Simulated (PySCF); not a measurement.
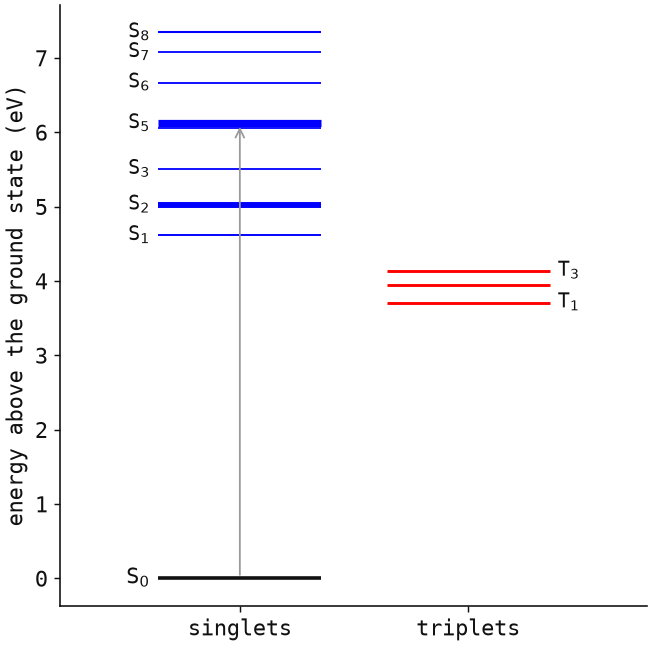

State diagram of C₆H₈N₂O, SMILES COc1nccnc1C. Vertical TDDFT excitations, CAM-B3LYP/def2-SVPD in PySCF, at a GFN2-xTB geometry (no frequency check), gas phase. Triplets in the Tamm-Dancoff approximation; only the lowest 8 singlets and 3 triplets were computed. Thicker singlet lines are brighter; the arrow marks the brightest.

> What is the vertical gap between S1 and T1?

0.91 eV: S1 at 4.62 eV, T1 at 3.71 eV.

> What character does the calculation give T1?

Mainly HOMO → LUMO (96 %).

> How many of the triplet levels drawn lie below S1?

3 of 3 (T1 3.71 eV, T2 3.94 eV, T3 4.13 eV; S1 4.62 eV).

Note: the tight-binding geometry is rougher than a DFT one and adds to the error; one conformer of a flexible molecule; core orbitals are frozen in the response.
